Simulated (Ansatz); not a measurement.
# H2S + CH2F radical: a complex and its separated parts

Aim: how far the complex at one end of a reaction step lies below its separated, relaxed parts, level by level.

Program: Ansatz 0.2.0, Gaussian basis. Level of theory: PBE0-D4/def2-TZVP structures, single points in def2-TZVPP, no counterpoise correction. These are calculated values, not measurements.

Levels: SPW92, PBE-D4, BLYP-D4, r2SCAN-D4, B97M-V, PBE0-D4, B3LYP-D4, r2SCAN0-D4, BHLYP-D4, CAM-B3LYP-D4, wB97X-V, wB97M-V, B2PLYP, PBE-QIDH, RPA on PBE, Hartree-Fock, MP2, CCSD, CCSD(T).

Correlated methods freeze the cores. Orbitals are unrestricted. B3LYP uses VWN-RPA correlation. B2PLYP carries no dispersion term here.

94 further runs of the same task are left out: 94 set aside as unsound or not needed. Runs told in other sessions of the task aren't counted.

## (1) The starting structure

The complex: 7 atoms, charge 0, spin multiplicity 2.

Atoms are counted from 1 here; the program's logs count them from 0.

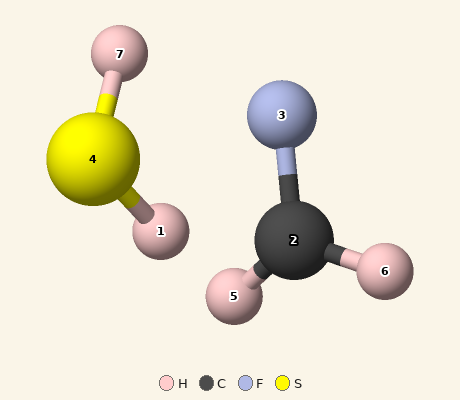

The starting geometry (hydrogen pink, carbon dark grey, fluorine light blue, sulfur yellow); atoms are numbered from 1 in the order of the file.

Coordinates:

```xyz
7
CH4FS
H    -1.14488    0.70832    0.04293
C     0.56255   -1.09494    0.46626
F     1.42504   -0.45083   -0.31525
S    -1.44261    1.86035   -0.58572
H     0.08290   -1.95044    0.00867
H     0.74162   -0.98849    1.52831
H    -0.22462    1.91604   -1.14529
```

Its parts: H2S holds atoms 1, 4, 7; CH2F radical holds atoms 2, 3, 5, 6. Each part counts its atoms afresh in its own runs.

## (2) Relaxing H2S alone

The input, relax-a/in.yaml:

```yaml
crystal:
  periodic: [false, false, false]
  atoms:
    - {symbol: H, position_ang: [-1.144879, 0.708322, 0.042927]}
    - {symbol: S, position_ang: [-1.442606, 1.860347, -0.585724]}
    - {symbol: H, position_ang: [-0.224623, 1.916038, -1.145291]}
basis:
  gaussian: {orbitals: def2-TZVP}
hamiltonian: {xc: pbe0, dispersion: d4}
relax: {f_tol: 0.005, max_steps: 200}
```

Started as:

```
> ansatz run in.yaml --threads 4 --pin off --events-out ev --progress --plain --max-ram 9574MiB
```

The program printed (excerpt; [...] marks lines left out):

```text
Functional definition: PBE0
  name "PBE0"
  cite "Adamo & Barone, J. Chem. Phys. 110, 6158 (1999) doi:10.1063/1.478522"
  cite "Perdew, Burke & Ernzerhof, Phys. Rev. Lett. 77, 3865 (1996) doi:10.1103/PhysRevLett.77.3865"
  parent pbe
[...]
359 factors; their error is unknown
[...]
mean field -10864.44994080 eV, -399.2611711356 hartree, gradient 3.2e-5 eV, S^2 0.000000; 0 other end points of the search recorded, 0 dependent functions left out
[...]
reference -10864.44995734 eV, -399.2611717434 hartree; 9, 9 occupied and 40, 40 virtual orbitals, 359 factors
[...]
359 factors; their error is unknown
[...]
mean field -10864.45046342 eV, -399.2611903418 hartree, gradient 1.1e-5 eV, S^2 0.000000; 1 other end points of the search recorded, 0 dependent functions left out
[...]
reference -10864.45047994 eV, -399.2611909486 hartree; 9, 9 occupied and 40, 40 virtual orbitals, 359 factors
Total energy: -10864.46265943 eV, -399.2616385369 hartree
Atom 0 at    -1.148604     0.708366     0.044498 Å, force     0.000061     0.000395    -0.000286 eV/Å
Atom 1 at    -1.439613     1.856747    -0.584645 Å, force    -0.000200    -0.000250     0.000250 eV/Å
Atom 2 at    -0.223891     1.919594    -1.147940 Å, force     0.000140    -0.000145     0.000035 eV/Å
Dipole moment:     0.196249    -0.141387     0.008575 e Å
```

It took 0.35 s on 4 threads of AMD EPYC 9R45, shared host.

The steps of the relaxation:

| step | energy from step 1 (eV) | largest force component (eV/Å) |
| --- | --- | --- |
| 1 | 0.0000 | 0.1263 |
| 2 | -0.0005 | 0.0413 |
| 3 | -0.0005 | 0.0004 |

Distances of close pairs at the start and the end, largest changes first:

| bond | before (Å) | after (Å) | change (Å) |
| --- | --- | --- | --- |
| H1–S2 | 1.346 | 1.341 | -0.004 |
| S2–H3 | 1.342 | 1.341 | -0.000 |

## (3) Relaxing CH2F radical alone

The input, relax-b/in.yaml:

```yaml
crystal:
  periodic: [false, false, false]
  atoms:
    - {symbol: C, position_ang: [0.562553, -1.094939, 0.466262]}
    - {symbol: F, position_ang: [1.425038, -0.450833, -0.315247]}
    - {symbol: H, position_ang: [0.082899, -1.950443, 0.008667]}
    - {symbol: H, position_ang: [0.741617, -0.988494, 1.528306]}
basis:
  gaussian: {orbitals: def2-TZVP}
magnetization: {spin_polarized: true, initial_magnetization: 1}
hamiltonian: {xc: pbe0, dispersion: d4}
relax: {f_tol: 0.005, max_steps: 200}
```

Started as:

```
> ansatz run in.yaml --threads 4 --pin off --events-out ev --progress --plain --max-ram 9574MiB
```

The program printed (excerpt; [...] marks lines left out):

```text
[... 5 set-up lines as earlier in the session ...]
[...]
424 factors; their error is unknown
[...]
mean field -3782.02759371 eV, -138.9869505186 hartree, gradient 1.8e-5 eV, S^2 0.754322; 0 other end points of the search recorded, 0 dependent functions left out
[...]
Total energy: -3782.04464894 eV, -138.9875772866 hartree
Atom 0 at     0.565586    -1.097489     0.466574 Å, force    -0.000303    -0.000162     0.000316 eV/Å
Atom 1 at     1.424882    -0.449492    -0.316055 Å, force     0.000210     0.000116    -0.000212 eV/Å
Atom 2 at     0.081437    -1.949878     0.008827 Å, force    -0.000131    -0.000249    -0.000505 eV/Å
Atom 3 at     0.740201    -0.987850     1.528642 Å, force     0.000224     0.000296     0.000401 eV/Å
Dipole moment:    -0.112809    -0.182115     0.164172 e Å
```

Run time: 0.75 s. Hardware: 4 threads of AMD EPYC 9R45, shared host.

Relaxation path:

| step | energy from step 1 (eV) | largest force component (eV/Å) |
| --- | --- | --- |
| 1 | 0.0000 | 0.0227 |
| 2 | -0.0001 | 0.0072 |
| 3 | -0.0001 | 0.0005 |

Close pairs (by a distance rule), those that changed most:

| bond | before (Å) | after (Å) | change (Å) |
| --- | --- | --- | --- |
| C1–F2 | 1.330 | 1.331 | +0.000 |
| C1–H3 | 1.082 | 1.082 | -0.000 |
| C1–H4 | 1.082 | 1.082 | -0.000 |

## (4) SPW92/def2-TZVPP

The input, parta/in.yaml:

```yaml
crystal:
  periodic: [false, false, false]
  atoms:
    - {symbol: H, position_ang: [-1.148604, 0.708366, 0.044498]}
    - {symbol: S, position_ang: [-1.439613, 1.856747, -0.584645]}
    - {symbol: H, position_ang: [-0.223891, 1.919594, -1.147940]}
basis:
  gaussian: {orbitals: def2-TZVPP}
hamiltonian: {xc: lda}
```

The input, partb/in.yaml:

```yaml
crystal:
  periodic: [false, false, false]
  atoms:
    - {symbol: C, position_ang: [0.565586, -1.097489, 0.466574]}
    - {symbol: F, position_ang: [1.424882, -0.449492, -0.316055]}
    - {symbol: H, position_ang: [0.081437, -1.949878, 0.008827]}
    - {symbol: H, position_ang: [0.740201, -0.987850, 1.528642]}
basis:
  gaussian: {orbitals: def2-TZVPP}
magnetization: {spin_polarized: true, initial_magnetization: 1}
hamiltonian: {xc: lda}
```

One command serves all of them, each in its own folder.

Started as:

```
> ansatz run in.yaml --threads 4 --pin off --events-out ev --progress --plain --max-ram 9574MiB
```

Log of parta (excerpt; [...] marks lines left out):

```text
Functional definition: SPW92
  name "SPW92"
  cite "Dirac, Proc. Camb. Phil. Soc. 26, 376 (1930) doi:10.1017/S0305004100016108"
  cite "Slater, Phys. Rev. 81, 385 (1951) doi:10.1103/PhysRev.81.385"
  cite "Perdew & Wang, Phys. Rev. B 45, 13244 (1992) doi:10.1103/PhysRevB.45.13244"
[...]
402 factors; their error is unknown
[...]
mean field -10830.30345284 eV, -398.0063108484 hartree, gradient 2.5e-5 eV, S^2 0.000000; 0 other end points of the search recorded, 0 dependent functions left out
reference -10830.30347368 eV, -398.0063116143 hartree; 9, 9 occupied and 61, 61 virtual orbitals, 402 factors
Total energy: -10830.30347368 eV, -398.0063116143 hartree
```

partb printed (excerpt; [...] marks lines left out):

```text
[... 5 set-up lines as earlier in the session ...]
[...]
454 factors; their error is unknown
[...]
mean field -3758.20924714 eV, -138.1116424268 hartree, gradient 7.1e-6 eV, S^2 0.751980; 0 other end points of the search recorded, 0 dependent functions left out
reference -3758.20927067 eV, -138.1116432916 hartree; 9, 8 occupied and 81, 82 virtual orbitals, 454 factors
Total energy: -3758.20927067 eV, -138.1116432916 hartree
```

Times: 0.1 s (parta), 0.15 s (partb) on 4 threads of AMD EPYC 9R45, shared host.

## (5) PBE-D4/def2-TZVPP

The same edit goes into each in.yaml of step 4 (parta, partb):

```diff
-hamiltonian: {xc: lda}
+hamiltonian: {xc: pbe, dispersion: d4}
```

The same command starts each run, in its folder.

Started as:

```
> ansatz run in.yaml --threads 4 --pin off --events-out ev --progress --plain --max-ram 9574MiB
```

Output in parta (excerpt; [...] marks lines left out):

```text
Functional definition: PBE
  name "PBE"
[... 2 set-up lines as earlier in the session ...]
[...]
402 factors; their error is unknown
[...]
mean field -10863.54269506 eV, -399.2278304697 hartree, gradient 4.3e-5 eV, S^2 0.000000; 0 other end points of the search recorded, 0 dependent functions left out
reference -10863.54271731 eV, -399.2278312875 hartree; 9, 9 occupied and 61, 61 virtual orbitals, 402 factors
Total energy: -10863.55775407 eV, -399.2283838783 hartree
```

Output in partb (excerpt; [...] marks lines left out):

```text
[... 4 set-up lines as earlier in the session ...]
[...]
454 factors; their error is unknown
[...]
mean field -3781.90210932 eV, -138.9823390523 hartree, gradient 1.4e-5 eV, S^2 0.753148; 0 other end points of the search recorded, 0 dependent functions left out
reference -3781.90213593 eV, -138.9823400301 hartree; 9, 8 occupied and 81, 82 virtual orbitals, 454 factors
Total energy: -3781.92317683 eV, -138.9831132688 hartree
```

They took 0.15 s (parta), 0.2 s (partb) on 4 threads of AMD EPYC 9R45, shared host.

## (6) BLYP-D4/def2-TZVPP

The same edit goes into each in.yaml of step 5 (parta, partb):

```diff
-hamiltonian: {xc: pbe, dispersion: d4}
+hamiltonian: {xc: {name: BLYP}, dispersion: d4}
```

The same command starts each run, in its folder.

Started as:

```
> ansatz run in.yaml --threads 4 --pin off --events-out ev --progress --plain --max-ram 9574MiB
```

Log of parta (excerpt; [...] marks lines left out):

```text
Functional definition: BLYP
  name "BLYP"
  cite "Becke, Phys. Rev. A 38, 3098 (1988) doi:10.1103/PhysRevA.38.3098"
  cite "Lee, Yang & Parr, Phys. Rev. B 37, 785 (1988) doi:10.1103/PhysRevB.37.785"
[...]
402 factors; their error is unknown
[...]
mean field -10868.21006741 eV, -399.3993532401 hartree, gradient 2.5e-5 eV, S^2 0.000000; 0 other end points of the search recorded, 0 dependent functions left out
reference -10868.21028128 eV, -399.3993610994 hartree; 9, 9 occupied and 61, 61 virtual orbitals, 402 factors
Total energy: -10868.24597330 eV, -399.4006727569 hartree
```

Output in partb (excerpt; [...] marks lines left out):

```text
[... 4 set-up lines as earlier in the session ...]
[...]
454 factors; their error is unknown
[...]
mean field -3785.31445799 eV, -139.1077405530 hartree, gradient 1.5e-5 eV, S^2 0.752811; 0 other end points of the search recorded, 0 dependent functions left out
reference -3785.31469236 eV, -139.1077491658 hartree; 9, 8 occupied and 81, 82 virtual orbitals, 454 factors
Total energy: -3785.36496065 eV, -139.1095964915 hartree
```

Times: 0.15 s (parta), 0.2 s (partb) on 4 threads of AMD EPYC 9R45, shared host.

## (7) r2SCAN-D4/def2-TZVPP

The same edit goes into each in.yaml of step 6 (parta, partb):

```diff
-hamiltonian: {xc: {name: BLYP}, dispersion: d4}
+hamiltonian: {xc: r2scan, dispersion: d4}
```

The same command starts each run, in its folder.

Started as:

```
> ansatz run in.yaml --threads 4 --pin off --events-out ev --progress --plain --max-ram 9574MiB
```

parta printed (excerpt; [...] marks lines left out):

```text
Functional definition: r2SCAN
  name "r2SCAN"
  cite "Furness, Kaplan, Ning, Perdew & Sun, J. Phys. Chem. Lett. 11, 8208 (2020) doi:10.1021/acs.jpclett.0c02405"
  cite "Furness, Kaplan, Ning, Perdew & Sun, J. Phys. Chem. Lett. 11, 9248 (2020) doi:10.1021/acs.jpclett.0c03077"
  parent r2scan
[...]
402 factors; their error is unknown
[...]
mean field -10867.52470524 eV, -399.3741666446 hartree, gradient 2.4e-5 eV, S^2 0.000000; 0 other end points of the search recorded, 0 dependent functions left out
reference -10867.52471193 eV, -399.3741668907 hartree; 9, 9 occupied and 61, 61 virtual orbitals, 402 factors
Total energy: -10867.52806020 eV, -399.3742899373 hartree
```

partb printed (excerpt; [...] marks lines left out):

```text
[... 5 set-up lines as earlier in the session ...]
[...]
454 factors; their error is unknown
[...]
mean field -3784.23423133 eV, -139.0680429554 hartree, gradient 2.1e-5 eV, S^2 0.756044; 0 other end points of the search recorded, 0 dependent functions left out
reference -3784.23423980 eV, -139.0680432666 hartree; 9, 8 occupied and 81, 82 virtual orbitals, 454 factors
Total energy: -3784.23914121 eV, -139.0682233901 hartree
```

Times: 0.25 s (parta), 0.4 s (partb) on 4 threads of AMD EPYC 9R45, shared host.

## (8) B97M-V/def2-TZVPP

Each input of step 7 (parta, partb) changes in the same lines:

```diff
-hamiltonian: {xc: r2scan, dispersion: d4}
+hamiltonian: {xc: {name: B97M-V}}
```

One command serves all of them, each in its own folder.

Started as:

```
> ansatz run in.yaml --threads 4 --pin off --events-out ev --progress --plain --max-ram 9574MiB
```

parta printed (excerpt; [...] marks lines left out):

```text
Functional definition: B97M-V
  name "B97M-V"
  cite "Mardirossian & Head-Gordon, J. Chem. Phys. 142, 074111 (2015) doi:10.1063/1.4907719"
  cite "Becke, J. Chem. Phys. 107, 8554 (1997) doi:10.1063/1.475007"
  cite "Vydrov & Van Voorhis, J. Chem. Phys. 133, 244103 (2010) doi:10.1063/1.3521275"
  # Of w^i u^j: cxij and so on, Table III.
[...]
  gx(w, u) = cx00 + cx01*u + cx02*u^2 + (cx10 + cx11*u)*w
[...]
  gos(w, u) = cos00 + cos01*u + cos03*u^3 + cos10*w + cos32*w^3*u^2
[...]
      + integral(e_c_pw_mod_opposite_spin*gos(b97_w_opposite, b97_u_opposite)) + vv10(b, c)
402 factors; their error is unknown
[...]
mean field -10865.55701234 eV, -399.3018552643 hartree, gradient 2.3e-5 eV, S^2 0.000000; 0 other end points of the search recorded, 0 dependent functions left out
reference -10865.55704699 eV, -399.3018565376 hartree; 9, 9 occupied and 61, 61 virtual orbitals, 402 factors
Total energy: -10865.55704699 eV, -399.3018565376 hartree
```

partb printed (excerpt; [...] marks lines left out):

```text
[... 5 set-up lines as earlier in the session ...]
  # Of w^i u^j: cxij and so on, Table III.
[...]
  gx(w, u) = cx00 + cx01*u + cx02*u^2 + (cx10 + cx11*u)*w
[...]
  gos(w, u) = cos00 + cos01*u + cos03*u^3 + cos10*w + cos32*w^3*u^2
[...]
      + integral(e_c_pw_mod_opposite_spin*gos(b97_w_opposite, b97_u_opposite)) + vv10(b, c)
454 factors; their error is unknown
[...]
mean field -3784.87947107 eV, -139.0917550785 hartree, gradient 6.4e-5 eV, S^2 0.754550; 0 other end points of the search recorded, 0 dependent functions left out
reference -3784.87950782 eV, -139.0917564288 hartree; 9, 8 occupied and 81, 82 virtual orbitals, 454 factors
Total energy: -3784.87950782 eV, -139.0917564288 hartree
```

They took 0.35 s (parta), 0.6 s (partb) on 4 threads of AMD EPYC 9R45, shared host.

## (9) PBE0-D4/def2-TZVPP

Each input of step 8 (parta, partb) changes in the same lines:

```diff
-hamiltonian: {xc: {name: B97M-V}}
+hamiltonian: {xc: pbe0, dispersion: d4}
+output: {orbitals: {seedname: orbitals}}
```

One command serves all of them, each in its own folder.

Started as:

```
> ansatz run in.yaml --threads 4 --pin off --events-out ev --progress --plain --max-ram 9574MiB
```

Output in parta (excerpt; [...] marks lines left out):

```text
[... 5 set-up lines as earlier in the session ...]
[...]
433 factors; their error is unknown
[...]
mean field -10864.48423186 eV, -399.2624313091 hartree, gradient 6.7e-6 eV, S^2 0.000000; 0 other end points of the search recorded, 0 dependent functions left out
reference -10864.48424848 eV, -399.2624319198 hartree; 9, 9 occupied and 61, 61 virtual orbitals, 433 factors
Total energy: -10864.49642798 eV, -399.2628795081 hartree
```

Log of partb (excerpt; [...] marks lines left out):

```text
[... 5 set-up lines as earlier in the session ...]
[...]
454 factors; their error is unknown
[...]
mean field -3782.04782398 eV, -138.9876939671 hartree, gradient 1.7e-5 eV, S^2 0.754367; 0 other end points of the search recorded, 0 dependent functions left out
reference -3782.04784337 eV, -138.9876946798 hartree; 9, 8 occupied and 81, 82 virtual orbitals, 454 factors
Total energy: -3782.06481888 eV, -138.9883185181 hartree
```

They took 0.15 s (parta), 0.25 s (partb) on 4 threads of AMD EPYC 9R45, shared host.

## (10) B3LYP-D4/def2-TZVPP

Each input of step 9 (parta, partb) changes in the same lines:

```diff
-hamiltonian: {xc: pbe0, dispersion: d4}
-output: {orbitals: {seedname: orbitals}}
+hamiltonian: {xc: {name: B3LYP}, dispersion: d4}
```

The same command starts each run, in its folder.

Started as:

```
> ansatz run in.yaml --threads 4 --pin off --events-out ev --progress --plain --max-ram 9574MiB
```

Log of parta (excerpt; [...] marks lines left out):

```text
Functional definition: B3LYP
  name "B3LYP"
  cite "Stephens, Devlin, Chabalowski & Frisch, J. Phys. Chem. 98, 11623 (1994) doi:10.1021/j100096a001"
[... 2 set-up lines as earlier in the session ...]
  cite "Vosko, Wilk & Nusair, Can. J. Phys. 58, 1200 (1980) doi:10.1139/p80-159"
[...]
414 factors; their error is unknown
[...]
mean field -10868.95565923 eV, -399.4267532340 hartree, gradient 5.5e-6 eV, S^2 0.000000; 0 other end points of the search recorded, 0 dependent functions left out
reference -10868.95581695 eV, -399.4267590302 hartree; 9, 9 occupied and 61, 61 virtual orbitals, 414 factors
Total energy: -10868.98025212 eV, -399.4276570059 hartree
```

partb printed (excerpt; [...] marks lines left out):

```text
[... 6 set-up lines as earlier in the session ...]
[...]
454 factors; their error is unknown
[...]
mean field -3786.10402154 eV, -139.1367564781 hartree, gradient 4.5e-5 eV, S^2 0.753588; 0 other end points of the search recorded, 0 dependent functions left out
reference -3786.10419232 eV, -139.1367627542 hartree; 9, 8 occupied and 81, 82 virtual orbitals, 454 factors
Total energy: -3786.13793815 eV, -139.1380028905 hartree
```

They took 0.15 s (parta), 0.25 s (partb) on 4 threads of AMD EPYC 9R45, shared host.

## (11) r2SCAN0-D4/def2-TZVPP

Each input of step 10 (parta, partb) changes in the same lines:

```diff
-hamiltonian: {xc: {name: B3LYP}, dispersion: d4}
+hamiltonian: {xc: {name: r2SCAN0}, dispersion: d4}
```

One command serves all of them, each in its own folder.

Started as:

```
> ansatz run in.yaml --threads 4 --pin off --events-out ev --progress --plain --max-ram 9574MiB
```

Log of parta (excerpt; [...] marks lines left out):

```text
Functional definition: r2SCAN0
  name "r2SCAN0"
  cite "Bursch, Neugebauer, Ehlert & Grimme, J. Chem. Phys. 156, 134105 (2022) doi:10.1063/5.0086040"
[... 3 set-up lines as earlier in the session ...]
[...]
433 factors; their error is unknown
[...]
mean field -10867.41044544 eV, -399.3699676746 hartree, gradient 1.6e-5 eV, S^2 0.000000; 0 other end points of the search recorded, 0 dependent functions left out
reference -10867.41045078 eV, -399.3699678709 hartree; 9, 9 occupied and 61, 61 virtual orbitals, 433 factors
Total energy: -10867.41430883 eV, -399.3701096516 hartree
```

partb printed (excerpt; [...] marks lines left out):

```text
[... 6 set-up lines as earlier in the session ...]
[...]
454 factors; their error is unknown
[...]
mean field -3783.77896334 eV, -139.0513121654 hartree, gradient 8.4e-5 eV, S^2 0.756650; 0 other end points of the search recorded, 0 dependent functions left out
reference -3783.77897000 eV, -139.0513124099 hartree; 9, 8 occupied and 81, 82 virtual orbitals, 454 factors
Total energy: -3783.78448765 eV, -139.0515151801 hartree
```

They took 0.25 s (parta), 0.4 s (partb) on 4 threads of AMD EPYC 9R45, shared host.

## (12) BHLYP-D4/def2-TZVPP

The same edit goes into each in.yaml of step 11 (parta, partb):

```diff
-hamiltonian: {xc: {name: r2SCAN0}, dispersion: d4}
+hamiltonian: {xc: {name: BHLYP}, dispersion: d4}
```

The same command starts each run, in its folder.

Started as:

```
> ansatz run in.yaml --threads 4 --pin off --events-out ev --progress --plain --max-ram 9574MiB
```

Output in parta (excerpt; [...] marks lines left out):

```text
Functional definition: BHLYP
  name "BHLYP"
  cite "Becke, J. Chem. Phys. 98, 1372 (1993) doi:10.1063/1.464304"
[... 2 set-up lines as earlier in the session ...]
[...]
453 factors; their error is unknown
[...]
mean field -10868.25161506 eV, -399.4008800880 hartree, gradient 1.3e-5 eV, S^2 0.000000; 0 other end points of the search recorded, 0 dependent functions left out
reference -10868.25172176 eV, -399.4008840092 hartree; 9, 9 occupied and 61, 61 virtual orbitals, 453 factors
Total energy: -10868.26804889 eV, -399.4014840200 hartree
```

partb printed (excerpt; [...] marks lines left out):

```text
[... 5 set-up lines as earlier in the session ...]
[...]
514 factors; their error is unknown
[...]
mean field -3784.35877080 eV, -139.0726196965 hartree, gradient 7.0e-5 eV, S^2 0.755129; 0 other end points of the search recorded, 0 dependent functions left out
reference -3784.35888424 eV, -139.0726238652 hartree; 9, 8 occupied and 81, 82 virtual orbitals, 514 factors
Total energy: -3784.38001631 eV, -139.0734004544 hartree
```

Wall times: 0.15 s (parta), 0.2 s (partb) on 4 threads of AMD EPYC 9R45, shared host.

(Part 1 of 2 ends here.)
